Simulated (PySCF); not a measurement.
# SiCl (doublet): what the fields show

```
atom   x (Å)   y (Å)    z (Å)
  Si  0.0000  0.0000  -1.1522
  Cl  0.0000  0.0000   0.9218
```

The calculation used PBE0/x2c-TZVPPall, spin-free X2C-1e, Gaussian nucleus, at a bond length of 2.074 Å (PySCF 2.14.0).

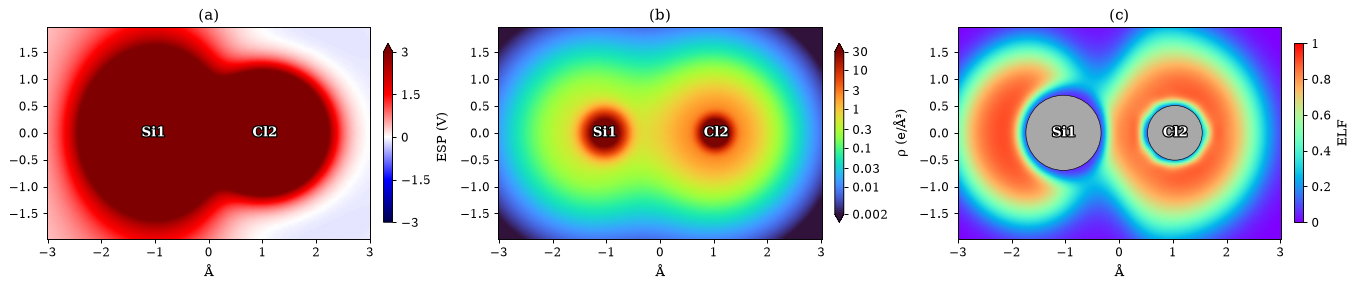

Figure 1. (a) molecular electrostatic potential; (b) electron density; (c) ELF on a plane that holds the molecular axis. Grey discs cover the atomic cores in the ELF map.

> Interpret the plot.

The section cuts through Si and Cl sites. Si–Cl (2.07 Å): the density is about 0.85 e/Å³ at the midpoint; the ELF peaks at about 0.85 between the atoms; a polar covalent bond. The ELF also peaks beside Cl2 and Si1, away from the bonds: non-bonding electrons, paired or unpaired. The potential has no marked negative region in this plane.

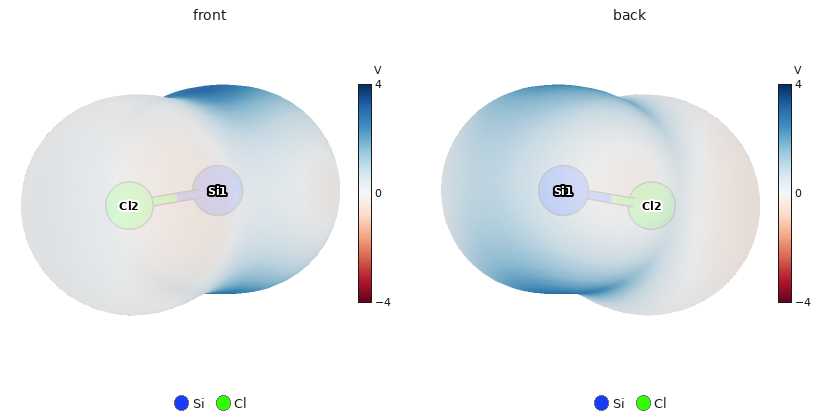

Figure 2. The electrostatic potential painted on the density surface at 0.004 e/bohr³, seen from the front and from behind; the colour scale runs from red (negative) to blue (positive).

> Which sites attract a positive test charge, and which a negative one?

A positive charge is drawn to the negative regions and a negative charge to the positive ones. The most negative region (about −0.3 V) lies over Cl2, the most positive (about +3.0 V) over Si1. Cl2 shows a σ-hole: about +0.3 V at the tip opposite its bond, against about −0.1 V on its flanks.
